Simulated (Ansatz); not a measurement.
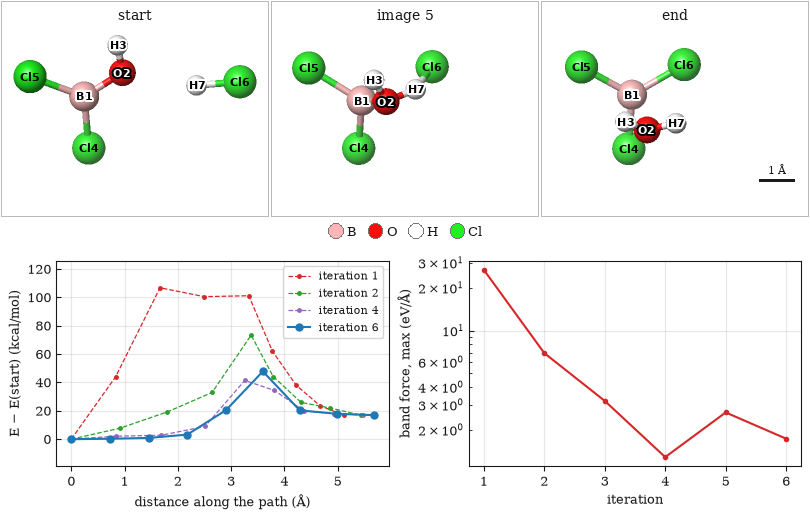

NEB run on BH2OCl3, made up at the start of BHOCl₂ and HCl. Images are numbered from 0 (start) to 8 (end). The plot follows the band through its iterations. The picture is a ball-and-stick view, seen from a free direction.

The calculation used RHF/cc-pVDZ (Ansatz). Run with 7 movable images; climbing image; force threshold 0.05 eV/Å; iteration limit 6; starting path through a guess of the saddle point.

Q: Judge this run.

A: The result isn't final. The band hadn't converged when the run stopped after 6 iterations. The largest component of the band force went from 27 to 1.7 eV/Å. The barrier read from it is provisional: over the last two iterations the highest image moved from 41.5 kcal/mol to 47.8 kcal/mol. The iteration limit was low. The first iteration put the highest image at 106.8 kcal/mol. The highest point, image 5, lies 47.8 kcal/mol above the start and 30.8 kcal/mol above the end; the end is at +17.0 kcal/mol relative to the start.

Limits of the set-up: the start holds two separate molecules, 2.3 Å apart at their closest, whose relative position is a soft coordinate and is computed without a dispersion correction; Hartree-Fock leaves out electron correlation.
